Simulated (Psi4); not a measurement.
# Excited-state calculation of GeH4O (part 3 of 4)

Continued. System: GeH4O (Ge(OH)H3), SMILES [H][Ge]([H])([H])[OH]. Method: EOM-CCSD/LANL2DZ, RHF, core potentials LANL2DZ (Psi4 1.11). The geometry comes from this level: GFN2-xTB.

Geometry of the input (Å):
```
Ge -0.0619  -0.1186  -0.4335
O  -0.0675  -0.1025  1.3007
H  0.3395  0.6349  1.7493
H  1.3553  -0.1188  -0.9300
H  -0.7883  1.0899  -0.9457
H  -0.7770  -1.3849  -0.7408
```

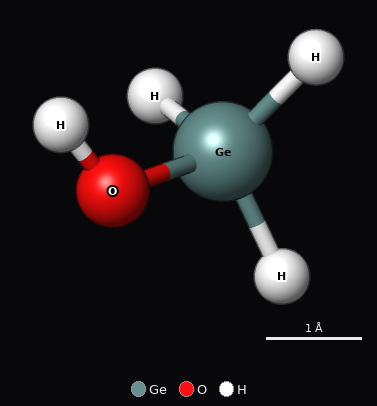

The structure as given in the input (ball-and-stick view, seen at a tilt). Sticks mark near contacts.

## Output, continued
```
	Symmetry of left-hand state: A
	Symmetry of left-hand eigenvector: A
	Initial overlap of initial guess <L|R> =    0.9998829177
	Checking overlap of initial guess <L|R> =    1.0000000000

	          Solving Lambda Equations
	          ------------------------
	Iter     PseudoEnergy or Norm         RMS
	----     ---------------------     --------
	   0         0.001883269742543    9.249e-05
	   1         0.002761297139220    2.949e-02
	   2         0.002898097297991    8.856e-03
	   3         0.002976084107292    2.677e-03
	   4         0.003016044219621    1.354e-03
	   5         0.003026515994505    6.843e-04
	   6         0.003037422859415    4.926e-04
	   7         0.003053532475056    3.289e-04
	   8         0.003064079053377    2.219e-04
	   9         0.003071149017377    1.197e-04
	  10         0.003070824704058    7.552e-05

	Initial  <L|R>  =        0.9902831748
	Normalizing L...
	L0 * R0 =        0.0000000000
	L1 * R1 =        0.9329833186
	L2 * R2 =        0.0670166814
	 <L|R>  =        1.0000000000
	Pseudoenergy or Norm of normalized L =    0.003100956153091

	Largest LIA Amplitudes:
	          5   0         0.5457368570
	          6   0         0.2413846011
	          7   2        -0.2277779336
	          6   1        -0.1343150297
	          5   3         0.0927867928
	          5   4        -0.0905764258
	          6   3        -0.0823271737
	          6   4         0.0680336910
	          5   7         0.0436568914
	          3   0        -0.0431327308

	Largest LIjAb Amplitudes:
	  6   6   0   0         0.0510989660
	  5   6   0   3        -0.0464844035
	  6   5   3   0        -0.0464844035
	  5   5   0   0         0.0427035570
	  5   6   3   0        -0.0341104395
	  6   5   0   3        -0.0341104395
	  6   6   0   1         0.0291030956
	  6   6   1   0         0.0291030956
	  4   7   2   2         0.0241484044
	  7   4   2   2         0.0241484044

	Iterations converged.

	<L|R> overlap matrix with ROHF quantities (-99 => 0 by symmetry)

                 1            2            3            4            5

    1    1.0000000   -0.0000000   -0.0000000    0.0000000   -0.0000000
    2    0.0000000    1.0000000    0.0000000    0.0000000    0.0000000
    3    0.0000000    0.0000000    1.0000000   -0.0000000   -0.0000000
    4    0.0000000   -0.0000000    0.0000000    1.0000000   -0.0000000
    5    0.0000000   -0.0000000    0.0000000    0.0000000    1.0000000

	<L|R> overlap matrix with RHF quantities (-99 => 0 by symmetry)

                 1            2            3            4            5

    1    1.0000000   -0.0000000   -0.0000000    0.0000000    0.0000000
    2    0.0000000    1.0000000    0.0000000   -0.0000000   -0.0000000
    3    0.0000000    0.0000000    1.0000000    0.0000000   -0.0000000
    4    0.0000000    0.0000000   -0.0000000    1.0000000    0.0000000
    5    0.0000000   -0.0000000   -0.0000000    0.0000000    1.0000000

	Projections for excited state, irrep A, root 0:
	<0|Le^(-T)|0><0|Re^T|0>  =    0.0000000009
	<0|Le^(-T)|S><S|Re^T|0>  =    0.9334388577
	<0|Le^(-T)|D><D|Re^T|0>  =    0.0665611433
	Sum of above             =    1.0000000019
	Approx. excitation level =    1.0665611443

	Projections for excited state, irrep A, root 1:
	<0|Le^(-T)|0><0|Re^T|0>  =    0.0001635621
	<0|Le^(-T)|S><S|Re^T|0>  =    0.9338178257
	<0|Le^(-T)|D><D|Re^T|0>  =    0.0660186121
	Sum of above             =    0.9999999999
	Approx. excitation level =    1.0658550500

	Projections for excited state, irrep A, root 2:
	<0|Le^(-T)|0><0|Re^T|0>  =    0.0000000006
	<0|Le^(-T)|S><S|Re^T|0>  =    0.9338224891
	<0|Le^(-T)|D><D|Re^T|0>  =    0.0661775095
	Sum of above             =    0.9999999992
	Approx. excitation level =    1.0661775080

	Projections for excited state, irrep A, root 3:
	<0|Le^(-T)|0><0|Re^T|0>  =    0.0000674444
	<0|Le^(-T)|S><S|Re^T|0>  =    0.9336577273
	<0|Le^(-T)|D><D|Re^T|0>  =    0.0662748290
	Sum of above             =    1.0000000007
	Approx. excitation level =    1.0662073852

			**************************
			*                        *
			*        CCDENSITY       *
			*                        *
			**************************

	Input parameters:
	-----------------
	Wave function    = EOM_CCSD
	Reference wfn    =   RHF
	Dertype          = 0
	Tolerance        = 1.0e-14
	Cache Level      = 2
	AO Basis         = No
	OPDM Only        = Yes
	Relax OPDM       = No
	Compute Xi       = No
	Use Zeta         = No
	Xi connected     = No
	Compute NO       = No

	Nuclear Rep. energy (wfn)     =   25.388237287108549
	SCF energy          (wfn)     =  -80.805376165782491
	Reference energy    (file100) =  -80.805376165782519
	CCSD energy         (CC_INFO) =   -0.193193396773243
	Total CCSD energy   (CC_INFO) =  -80.998569562555758
	Number of States = 5

	Ground?  State     EOM Energy       R0
	  Yes     0  A    0.0000000000   1.00000000
	   No     1  A    0.2716986407   0.00002190
	   No     2  A    0.3093290487  -0.01047257
	   No     3  A    0.3632849621  -0.00002453
	   No     4  A    0.3692958277   0.00718238
DDoing transition

	Oscillator Strength for 1  A
	                              X    	       Y    	       Z
	<0|mu_e|n>               0.19276098 	 -0.10807156 	  0.00111205
	<n|mu_e|0>               0.20146107 	 -0.11295461 	  0.00117347
	Dipole Strength          0.05104232
	Oscillator Strength      0.00924542
	Einstein A Coefficient   2.19286762e+07
	Einstein B Coefficient   6.21013657e+18
Doing transition

	Length-Gauge Rotational Strength for 1  A
	                              X    	       Y    	       Z
	<0|mu_e|n>               0.19276098 	 -0.10807156 	  0.00111205
	<n|mu_m|0>               0.20773518 	  0.37084805 	 -0.11505556
	<0|mu_m|n>*              0.20410656 	  0.36440893 	 -0.11049647
	<n|mu_e|0>*              0.20146107 	 -0.11295461 	  0.00117347

	Rotational Strength (au)                 -0.00016732
	Rotational Strength (10^-40 esu^2 cm^2)  -0.07888334

	Velocity-Gauge Rotational Strength for 1  A
	                              X    	       Y    	       Z
	<0|mu_e|n>               0.11000103 	 -0.06158117 	  0.00087353
	<n|mu_m|0>               0.20773518 	  0.37084805 	 -0.11505556
	<0|mu_m|n>*              0.20410656 	  0.36440893 	 -0.11049647
	<n|mu_e|0>*              0.11212095 	 -0.06278482 	  0.00090616

	Rotational Strength (au)                 -0.00033406
	Rotational Strength (10^-40 esu^2 cm^2)  -0.15749250
Doing transition
DDoing transition

	Oscillator Strength for 2  A
	                              X    	       Y    	       Z
	<0|mu_e|n>              -0.03028681 	 -0.04723276 	  0.53160594
	<n|mu_e|0>              -0.03315361 	 -0.05200257 	  0.55638200
	Dipole Strength          0.29923632
	Oscillator Strength      0.06170832
	Einstein A Coefficient   1.89712543e+08
	Einstein B Coefficient   3.64070139e+19
Doing transition

	Length-Gauge Rotational Strength for 2  A
	                              X    	       Y    	       Z
	<0|mu_e|n>              -0.03028681 	 -0.04723276 	  0.53160594
	<n|mu_m|0>               0.49781299 	 -0.27878813 	  0.00349920
	<0|mu_m|n>*              0.48831834 	 -0.27346476 	  0.00344242
	<n|mu_e|0>*             -0.03315361 	 -0.05200257 	  0.55638200

	Rotational Strength (au)                 -0.00005119
	Rotational Strength (10^-40 esu^2 cm^2)  -0.02413502

	Velocity-Gauge Rotational Strength for 2  A
	                              X    	       Y    	       Z
	<0|mu_e|n>              -0.04266983 	 -0.07405671 	  0.17429590
	<n|mu_m|0>               0.49781299 	 -0.27878813 	  0.00349920
	<0|mu_m|n>*              0.48831834 	 -0.27346476 	  0.00344242
	<n|mu_e|0>*             -0.04296953 	 -0.07452967 	  0.17992115

	Rotational Strength (au)                  0.00005208
	Rotational Strength (10^-40 esu^2 cm^2)   0.02455435
Doing transition
DDoing transition

	Oscillator Strength for 3  A
	                              X    	       Y    	       Z
	<0|mu_e|n>               0.31505786 	 -0.17924444 	  0.00668143
	<n|mu_e|0>               0.32016047 	 -0.18237625 	  0.00723827
	Dipole Strength          0.13360736
	Oscillator Strength      0.03235836
	Einstein A Coefficient   1.37212060e+08
	Einstein B Coefficient   1.62555308e+19
Doing transition

	Length-Gauge Rotational Strength for 3  A
	                              X    	       Y    	       Z
	<0|mu_e|n>               0.31505786 	 -0.17924444 	  0.00668143
	<n|mu_m|0>              -0.21125095 	 -0.37338594 	 -0.10591233
	<0|mu_m|n>*             -0.20599322 	 -0.36451754 	 -0.10487000
	<n|mu_e|0>*              0.32016047 	 -0.18237625 	  0.00723827

	Rotational Strength (au)                 -0.00028359
	Rotational Strength (10^-40 esu^2 cm^2)  -0.13369722

	Velocity-Gauge Rotational Strength for 3  A
	                              X    	       Y    	       Z
	<0|mu_e|n>               0.09348720 	 -0.05338464 	  0.00221340
	<n|mu_m|0>              -0.21125095 	 -0.37338594 	 -0.10591233
	<0|mu_m|n>*             -0.20599322 	 -0.36451754 	 -0.10487000
	<n|mu_e|0>*              0.09456328 	 -0.05406169 	  0.00242334

	Rotational Strength (au)                 -0.00010695
	Rotational Strength (10^-40 esu^2 cm^2)  -0.05042208
Doing transition
DDoing transition

	Oscillator Strength for 4  A
	                              X    	       Y    	       Z
	<0|mu_e|n>               0.16016384 	  0.27414057 	 -0.40012511
	<n|mu_e|0>               0.16335297 	  0.28048309 	 -0.42161721
	Dipole Strength          0.27175466
	Oscillator Strength      0.06690524
	Einstein A Coefficient   2.93170204e+08
	Einstein B Coefficient   3.30634189e+19
Doing transition

	Length-Gauge Rotational Strength for 4  A
	                              X    	       Y    	       Z
	<0|mu_e|n>               0.16016384 	  0.27414057 	 -0.40012511
	<n|mu_m|0>               0.26257788 	 -0.15340786 	 -0.01522801
	<0|mu_m|n>*              0.25579844 	 -0.14998773 	 -0.01496330
	<n|mu_e|0>*              0.16335297 	  0.28048309 	 -0.42161721

	Rotational Strength (au)                  0.00605923
	Rotational Strength (10^-40 esu^2 cm^2)   2.85658712

	Velocity-Gauge Rotational Strength for 4  A
	                              X    	       Y    	       Z
	<0|mu_e|n>               0.04959630 	  0.08704536 	 -0.13554503
	<n|mu_m|0>               0.26257788 	 -0.15340786 	 -0.01522801
	<0|mu_m|n>*              0.25579844 	 -0.14998773 	 -0.01496330
	<n|mu_e|0>*              0.04908041 	  0.08623376 	 -0.14250878

	Rotational Strength (au)                  0.00472063
	Rotational Strength (10^-40 esu^2 cm^2)   2.22551083
Doing transition
Doing transition

	                   Ground State -> Excited State Transitions

	                   Excitation Energy          OS       RS        RS     Einstein A
	State   (eV)    (cm^-1)    (nm)     (au)              (l,au)   (v,au)     (s^-1)
	 1  A   7.393   59631.0   167.7   0.271699   0.0092  -0.0002  -0.0003  2.192868E+07
	 2  A   8.417   67889.9   147.3   0.309329   0.0617  -0.0001   0.0001  1.897125E+08
	 3  A   9.885   79731.8   125.4   0.363285   0.0324  -0.0003  -0.0001  1.372121E+08
	 4  A  10.049   81051.1   123.4   0.369296   0.0669   0.0061   0.0047  2.931702E+08

Doing transition

	*********************************************************************
	*********************************************************************
	************                                             ************
	************ Excited State-Excited State Transition Data ************
	************                                             ************
	*********************************************************************
	*********************************************************************

	*** Computing <1 A|X{pq}}|2 A> (LEFT) Transition Density ***

		*** LTD Setup complete.
		***...density has been built...
		***...density has been sorted...

	*** Computing <2 A|X{pq}}|1 A> (RIGHT) Transition Density ***

		*** RTD Setup complete.
		***...density has been built...
		***...density has been sorted...

	*** 1A -> 2A transition densities complete.

	Oscillator Strength for 1  A to 2  A
	                              X    	       Y    	       Z
	<0|mu_e|n>              -0.20076056 	  0.11534552 	 -0.00233466
	<n|mu_e|0>              -0.19073892 	  0.10965618 	 -0.00223485
	Dipole Strength          0.05094642
	Oscillator Strength      0.00127809
	Einstein A Coefficient   5.81500458e+04
	Einstein B Coefficient   6.19846872e+18

	Length-Gauge Rotational Strength for 1  A to 2  A Transition
	                              X    	       Y    	       Z
	<p|mu_e|q>              -0.20076056 	  0.11534552 	 -0.00233466
	<q|mu_m|p>               0.15653492 	  0.28600038 	  0.32788359
	<p|mu_m|q>*              0.15993487 	  0.29209455 	  0.32577591
	<q|mu_e|p>*             -0.19073892 	  0.10965618 	 -0.00223485

	Rotational Strength (au)                  0.00079672
	Rotational Strength (10^-40 esu^2 cm^2)   0.37560729

	Velocity-Gauge Rotational Strength for 1  A
	                              X    	       Y    	       Z
	<p|mu_e|q>               0.04083066 	 -0.02261285 	  0.00037427
	<q|mu_m|p>               0.15653492 	  0.28600038 	  0.32788359
	<p|mu_m|q>*              0.15993487 	  0.29209455 	  0.32577591
	<q|mu_e|p>*              0.04271443 	 -0.02376751 	  0.00037656

	Rotational Strength (au)                  0.00077993
	Rotational Strength (10^-40 esu^2 cm^2)   0.36769272

	*** Computing <1 A|X{pq}}|3 A> (LEFT) Transition Density ***

		*** LTD Setup complete.
		***...density has been built...
		***...density has been sorted...

	*** Computing <3 A|X{pq}}|1 A> (RIGHT) Transition Density ***

		*** RTD Setup complete.
		***...density has been built...
		***...density has been sorted...

	*** 1A -> 3A transition densities complete.

	Oscillator Strength for 1  A to 3  A
	                              X    	       Y    	       Z
	<0|mu_e|n>              -0.38350452 	 -0.68366199 	 -0.16399951
	<n|mu_e|0>              -0.36819575 	 -0.65646257 	 -0.15427479
	Dipole Strength          0.61530424
	Oscillator Strength      0.03756897
	Einstein A Coefficient   1.01251479e+07
	Einstein B Coefficient   7.48618686e+19

	Length-Gauge Rotational Strength for 1  A to 3  A Transition
	                              X    	       Y    	       Z
	<p|mu_e|q>              -0.38350452 	 -0.68366199 	 -0.16399951
	<q|mu_m|p>               0.04103060 	 -0.01996213 	  0.00017410
	<p|mu_m|q>*              0.04332012 	 -0.02135134 	  0.00027531
	<q|mu_e|p>*             -0.36819575 	 -0.65646257 	 -0.15427479

	Rotational Strength (au)                 -0.00204651
	Rotational Strength (10^-40 esu^2 cm^2)  -0.96481435

	Velocity-Gauge Rotational Strength for 1  A
	                              X    	       Y    	       Z
	<p|mu_e|q>              -0.04457190 	 -0.07987958 	 -0.02221165
	<q|mu_m|p>               0.04103060 	 -0.01996213 	  0.00017410
	<p|mu_m|q>*              0.04332012 	 -0.02135134 	  0.00027531
	<q|mu_e|p>*             -0.03756383 	 -0.06744882 	 -0.02637730

	Rotational Strength (au)                 -0.00236127
	Rotational Strength (10^-40 esu^2 cm^2)  -1.11320654

	*** Computing <2 A|X{pq}}|3 A> (LEFT) Transition Density ***

		*** LTD Setup complete.
		***...density has been built...
		***...density has been sorted...

	*** Computing <3 A|X{pq}}|2 A> (RIGHT) Transition Density ***

		*** RTD Setup complete.
		***...density has been built...
		***...density has been sorted...

	*** 2A -> 3A transition densities complete.

	Oscillator Strength for 2  A to 3  A
	                              X    	       Y    	       Z
	<0|mu_e|n>               0.23338667 	 -0.13251726 	  0.00803038
	<n|mu_e|0>               0.22651611 	 -0.12864419 	  0.00841658
	Dipole Strength          0.06998101
	Oscillator Strength      0.00251726
	Einstein A Coefficient   2.35459900e+05
	Einstein B Coefficient   8.51433908e+18

	Length-Gauge Rotational Strength for 2  A to 3  A Transition
	                              X    	       Y    	       Z
	<p|mu_e|q>               0.23338667 	 -0.13251726 	  0.00803038
	<q|mu_m|p>              -0.02358093 	 -0.04602971 	  0.01793115
	<p|mu_m|q>*             -0.02170202 	 -0.04267571 	  0.01229334
	<q|mu_e|p>*              0.22651611 	 -0.12864419 	  0.00841658

	Rotational Strength (au)                  0.00070892
	Rotational Strength (10^-40 esu^2 cm^2)   0.33421632

	Velocity-Gauge Rotational Strength for 2  A
	                              X    	       Y    	       Z
	<p|mu_e|q>              -0.00675892 	  0.00352369 	 -0.00000537
	<q|mu_m|p>              -0.02358093 	 -0.04602971 	  0.01793115
	<p|mu_m|q>*             -0.02170202 	 -0.04267571 	  0.01229334
	<q|mu_e|p>*             -0.01202726 	  0.00664333 	  0.00000852

	Rotational Strength (au)                 -0.00023443
	Rotational Strength (10^-40 esu^2 cm^2)  -0.11051835

	*** Computing <1 A|X{pq}}|4 A> (LEFT) Transition Density ***

		*** LTD Setup complete.
		***...density has been built...
		***...density has been sorted...

	*** Computing <4 A|X{pq}}|1 A> (RIGHT) Transition Density ***

		*** RTD Setup complete.
		***...density has been built...
		***...density has been sorted...

	*** 1A -> 4A transition densities complete.

	Oscillator Strength for 1  A to 4  A
	                              X    	       Y    	       Z
	<0|mu_e|n>              -0.05694027 	  0.00701640 	 -0.02834530
	<n|mu_e|0>              -0.05160306 	  0.00556608 	 -0.02752357
	Dipole Strength          0.00375751
	Oscillator Strength      0.00024448
	Einstein A Coefficient   7.48224098e+04
	Einstein B Coefficient   4.57162842e+17

	Length-Gauge Rotational Strength for 1  A to 4  A Transition
	                              X    	       Y    	       Z
	<p|mu_e|q>              -0.05694027 	  0.00701640 	 -0.02834530
	<q|mu_m|p>              -0.10064016 	 -0.19460464 	  0.00613539
	<p|mu_m|q>*             -0.10157155 	 -0.19551623 	 -0.00409592
	<q|mu_e|p>*             -0.05160306 	  0.00556608 	 -0.02752357

	Rotational Strength (au)                  0.00422851
	Rotational Strength (10^-40 esu^2 cm^2)   1.99350445

	Velocity-Gauge Rotational Strength for 1  A
	                              X    	       Y    	       Z
	<p|mu_e|q>              -0.01455004 	  0.00336420 	 -0.00260441
	<q|mu_m|p>              -0.10064016 	 -0.19460464 	  0.00613539
	<p|mu_m|q>*             -0.10157155 	 -0.19551623 	 -0.00409592
	<q|mu_e|p>*             -0.01035080 	  0.00079524 	 -0.00267121

	Rotational Strength (au)                  0.00871161
	Rotational Strength (10^-40 esu^2 cm^2)   4.10703140

	*** Computing <2 A|X{pq}}|4 A> (LEFT) Transition Density ***

		*** LTD Setup complete.
		***...density has been built...
		***...density has been sorted...

	*** Computing <4 A|X{pq}}|2 A> (RIGHT) Transition Density ***

		*** RTD Setup complete.
		***...density has been built...
		***...density has been sorted...

	*** 2A -> 4A transition densities complete.
```
